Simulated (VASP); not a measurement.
Band structure of GeSe2 (relaxed from the pyrite structure, space group Pa-3). Method: PBEsol GGA, VASP's PBE PAW potentials (set 64) (plane waves; VASP 6.6.1).

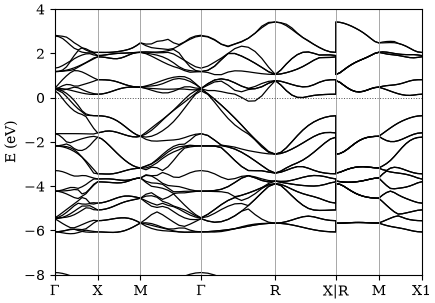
Figure: Bands along high-symmetry lines, zero at the valence-band maximum or, without a gap, the Fermi level

Question: Read the plot: is there a gap, and where are the band edges?

Answer: It has no gap at this level: it comes out as a metal or semimetal. (Edges off the drawn lines would not show.)

The structure was generated: GeSe2 was put into the pyrite type (Pa-3), which need not be its known phase. It was relaxed first, which changed the volume by +24 %.
